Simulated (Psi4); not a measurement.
# CH4BN− (SMILES [H]/N=C/[BH2-]) at 3 levels

Wanted: a comparison of 3 runs (UB3LYP/6-31G*, UTPSSh-D4/cc-pVTZ-F12) of CH4BN−. 

The calculation is run with Psi4 1.11.

## 1. The structure to begin with

The species is CH4BN− (7 atoms), meant as a doublet with charge -1. As SMILES, `[H]/N=C/[BH2-]`. The shape is that of a GFN2-xTB optimisation.

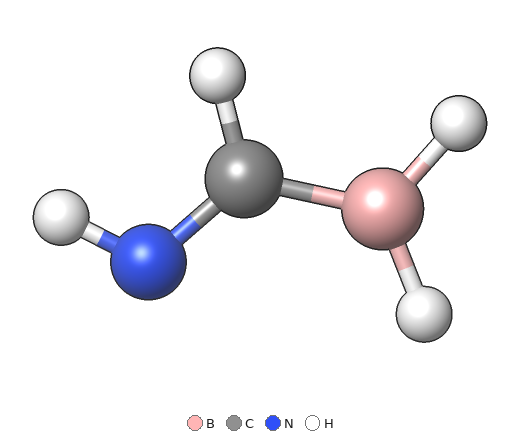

The structure, seen from a chosen angle (boron pink, carbon grey, nitrogen blue, hydrogen white).

## 2. Energy and forces at UB3LYP/6-31G(d) (spherical functions) (run 1)

The input, ch4bn.xyz:

```xyz
7
CH4BN
B     -0.883400     0.339750    -0.602150
C      0.302150     0.034770     0.251580
N      0.909370    -1.151110     0.377660
H     -1.434550    -0.471460    -1.285810
H     -1.328490     1.462600    -0.617680
H      0.727020     0.888520     0.846320
H      1.707900    -1.103070     1.030090
```

The input, ch4bn.py:

```python
import psi4

psi4.set_memory('1600 MB')
psi4.set_num_threads(1)
psi4.set_output_file('ch4bn.out', False)

with open('ch4bn.xyz') as f:
    atoms = ''.join(f.readlines()[2:])
molecule = psi4.geometry('-1 2\n' + atoms + 'symmetry c1')

psi4.set_options({
    'basis': '6-31G*',
    'reference': 'uks',
    'puream': True,
    'e_convergence': 1e-09,
    'd_convergence': 1e-08,
    'scf_type': 'pk',
    'dft_radial_points': 99,
    'dft_spherical_points': 590,
    'maxiter': 200,
})

energy_value, wavefunction = psi4.gradient('B3LYP', molecule=molecule, return_wfn=True)
psi4.oeprop(wavefunction, 'WIBERG_LOWDIN_INDICES', 'QUADRUPOLE', 'MAYER_INDICES', title='B3LYP')
print('gradient / Eh bohr^-1')
print(energy_value.np.round(6))
print(f'energy = {wavefunction.energy():.10f} Eh')
for k, v in sorted(psi4.core.scalar_variables().items()):
    print(f'{k:45s} {v:18.10f}')
```

Command:

```sh
python ch4bn.py
```

ch4bn.out:

```text
[...]
  Running in c1 symmetry.
[...]
  Nuclear repulsion =   56.828101031965019
[...]
  Multiplicity = 2
[...]
  Nalpha       = 12
  Nbeta        = 11
[...]
    Number of basis functions: 50
[...]
   @UKS iter   1:  -119.72151284321028   -3.76387e-01   1.51870e-02 DIIS/ADIIS
[...]
   @UKS iter  14:  -120.06250056492733   -8.66862e-13   2.97937e-09 DIIS
[...]
   @S^2 Observed:                7.606946663E-01
[...]
  @UKS Final Energy:  -120.06250056492733
   => Energetics <=
    Nuclear Repulsion Energy =             56.8281010319650193
    One-Electron Energy =                -278.8809567620984353
    Two-Electron Energy =                 116.6558356007271442
    DFT Exchange-Correlation Energy =     -14.6654804355210668
    Empirical Dispersion Energy =           0.0000000000000000
    VV10 Nonlocal Energy =                  0.0000000000000000
    Total Energy =                       -120.0625005649273334
[...]
  -Total Gradient:
     Atom            X                  Y                   Z
    ------   -----------------  -----------------  -----------------
       1        0.004245920679    -0.006434140781     0.001382972788
       2       -0.012999200751    -0.001335927157    -0.010577022003
       3        0.000266888736     0.010420200483     0.003247429626
       4        0.003306021414     0.007178820146     0.004805133204
       5        0.002160784558    -0.005678566787     0.000033806476
       6        0.002289439106     0.001426590068     0.002152496078
       7        0.000730209907    -0.005577052738    -0.001044778225
[...]
```

Standard output:

```text
gradient / Eh bohr^-1
[[ 4.2460e-03 -6.4340e-03  1.3830e-03]
 [-1.2999e-02 -1.3360e-03 -1.0577e-02]
 [ 2.6700e-04  1.0420e-02  3.2470e-03]
 [ 3.3060e-03  7.1790e-03  4.8050e-03]
 [ 2.1610e-03 -5.6790e-03  3.4000e-05]
 [ 2.2890e-03  1.4270e-03  2.1520e-03]
 [ 7.3000e-04 -5.5770e-03 -1.0450e-03]]
energy = -120.0625005649 Eh
CURRENT ENERGY                                   -120.0625005649
CURRENT REFERENCE ENERGY                         -120.0625005649
DD SOLVATION ENERGY                                 0.0000000000
DFT FUNCTIONAL TOTAL ENERGY                      -120.0625005649
DFT TOTAL ENERGY                                 -120.0625005649
DFT VV10 ENERGY                                     0.0000000000
DFT XC ENERGY                                     -14.6654804355
GRID ELECTRONS ALPHA                               12.0000001110
GRID ELECTRONS BETA                                11.0000000352
GRID ELECTRONS TOTAL                               23.0000001462
NUCLEAR REPULSION ENERGY                           56.8281010320
ONE-ELECTRON ENERGY                              -278.8809567621
PCM POLARIZATION ENERGY                             0.0000000000
PE ENERGY                                           0.0000000000
SCF ITERATION ENERGY                             -120.0625005649
SCF ITERATIONS                                     14.0000000000
SCF TOTAL ENERGY                                 -120.0625005649
TWO-ELECTRON ENERGY                               116.6558356007
XC GRID RADIAL POINTS                              99.0000000000
XC GRID SPHERICAL POINTS                          590.0000000000
XC GRID TOTAL POINTS                           388289.0000000000
```

Run time: 12 s. Hardware: 1 thread of INTEL XEON PLATINUM 8581C at 2.30GHz (Emerald Rapids), shared host; peak memory 0.77 GiB.

## 3. The energy at UTPSSh-D4/cc-pVTZ-F12 (density fitting) (run 2)

The input, job.in:

```
memory 1.6 GB

molecule system {
  -1 2
  B     -1.66938406     0.64203445    -1.13789859
  C      0.57098075     0.06570578     0.47541730
  N      1.71846025    -2.17528264     0.71367397
  H     -2.71090661    -0.89093028    -2.42982875
  H     -2.51048226     2.76391343    -1.16724603
  H      1.37386869     1.67905946     1.59931301
  H      3.22746325    -2.08450020     1.94658798
  units bohr
  no_reorient
  no_com
}

set globals {
  basis cc-pVTZ-F12
  reference uks
  scf_type df
}

energy("tpssh-d4")
```

Command:

```sh
psi4 -n 1 job.in job.out
```

job.out:

```text
[...]
  Running in c1 symmetry.
[...]
  Nuclear repulsion =   56.828101009841745
[...]
  Multiplicity = 2
[...]
  Nalpha       = 12
  Nbeta        = 11
[...]
    Number of basis functions: 231
[...]
   @DF-UKS iter   1:  -119.64155879397370   -3.27311e-01   4.11121e-03 ADIIS/DIIS
[...]
   @DF-UKS iter  11:  -120.15372373292271   -1.43952e-07   4.68610e-07 DIIS
[...]
   @S^2 Observed:                7.598581669E-01
[...]
  @DF-UKS Final Energy:  -120.15372373292271
   => Energetics <=
    Nuclear Repulsion Energy =             56.8281010098417454
    One-Electron Energy =                -278.3413182174806479
    Two-Electron Energy =                 117.7091117762815600
    DFT Exchange-Correlation Energy =     -16.3447814396098110
    Empirical Dispersion Energy =          -0.0048368619555704
    VV10 Nonlocal Energy =                  0.0000000000000000
    Total Energy =                       -120.1537237329227139
[...]
 Multipole Moments:
 ------------------------------------------------------------------------------------
     Multipole            Electronic (a.u.)      Nuclear  (a.u.)        Total (a.u.)
 ------------------------------------------------------------------------------------
 L = 1.  Multiply by 2.5417464519 to convert [e a0] to [Debye]
 Dipole X            :         -5.8203153            6.4881290            0.6678137
 Dipole Y            :         10.7254881          -10.1550291            0.5704590
 Dipole Z            :         -1.4025689            2.1075548            0.7049859
 Magnitude           :                                                    1.1262343
[...]
```

It took 50 s on 1 thread of INTEL XEON PLATINUM 8581C at 2.30GHz (Emerald Rapids), shared host; peak memory 1.2 GiB.

## 4. The energy at UTPSSh-D4/cc-pVTZ-F12 (density fitting, Cartesian functions) (run 3)

The input, ch4bn.in:

```
memory 1.6 GB

molecule system {
  -1 2
  B     -0.883400     0.339750    -0.602150
  C      0.302150     0.034770     0.251580
  N      0.909370    -1.151110     0.377660
  H     -1.434550    -0.471460    -1.285810
  H     -1.328490     1.462600    -0.617680
  H      0.727020     0.888520     0.846320
  H      1.707900    -1.103070     1.030090
  no_reorient
  no_com
}

set {
  basis     cc-pVTZ-F12
  reference uks
  scf_type  df
  puream    false
  guess     core
  maxiter   50
}

energy("tpssh-d4")
print_variables()
```

Command:

```sh
psi4 -n 1 ch4bn.in ch4bn.out
```

ch4bn.out:

```text
[...]
  Running in c1 symmetry.
[...]
  Nuclear repulsion =   56.828101031965019
[...]
  Multiplicity = 2
[...]
  Nalpha       = 12
  Nbeta        = 11
[...]
    Number of basis functions: 262
[...]
   @DF-UKS iter   1:   -80.35030513700563   -8.03503e+01   4.67458e-02 ADIIS/DIIS
[...]
   @DF-UKS iter  14:  -120.15405578815908   -2.59418e-07   6.05142e-07 DIIS
[...]
   @S^2 Observed:                7.599015171E-01
[...]
  @DF-UKS Final Energy:  -120.15405578815908
   => Energetics <=
    Nuclear Repulsion Energy =             56.8281010319650193
    One-Electron Energy =                -278.3422628498412905
    Two-Electron Energy =                 117.7089324442068659
    DFT Exchange-Correlation Energy =     -16.3439895525329817
    Empirical Dispersion Energy =          -0.0048368619566875
    VV10 Nonlocal Energy =                  0.0000000000000000
    Total Energy =                       -120.1540557881590843
[...]
 Multipole Moments:
 ------------------------------------------------------------------------------------
     Multipole            Electronic (a.u.)      Nuclear  (a.u.)        Total (a.u.)
 ------------------------------------------------------------------------------------
 L = 1.  Multiply by 2.5417464519 to convert [e a0] to [Debye]
 Dipole X            :         -5.8207574            6.4881290            0.6673716
 Dipole Y            :         10.7253346          -10.1550292            0.5703054
 Dipole Z            :         -1.4029664            2.1075549            0.7045885
 Magnitude           :                                                    1.1256456
[...]
```

Run time: 72 s. Hardware: 1 thread of INTEL XEON PLATINUM 8581C at 2.30GHz (Emerald Rapids), shared host; peak memory 1.2 GiB.

## 5. Overview of the runs

```csv
run,level,task,integrals,energy (Eh),HOMO energy (eV),LUMO energy (eV),⟨S²⟩,wall time
1,UB3LYP/6-31G* (spherical functions),gradient,pk,-120.062501,2.12,4.94,0.761,12 s
2,UTPSSh-D4/cc-pVTZ-F12 (density fitting),energy,df,-120.153724,1.37,3.10,0.760,50 s
3,"UTPSSh-D4/cc-pVTZ-F12 (density fitting, Cartesian functions)",energy,df,-120.154056,1.37,3.10,0.760,72 s
```

## 6. Outcome

```
                                 quantity          value
                      run 3: total energy  -120.15406 Eh
run 3: HOMO energy (highest over α and β)        1.37 eV
 run 3: LUMO energy (lowest over α and β)        3.10 eV
                 run 3: dispersion energy  -12.70 kJ/mol
                              run 3: ⟨S²⟩          0.760
```

In words: Totals of different functionals can't be ranked against each other. In runs 1, 2, 3 the HOMO lies above zero, so the outermost electron may be held by the basis alone. All runs together took 2.2 min, the longest 72 s.
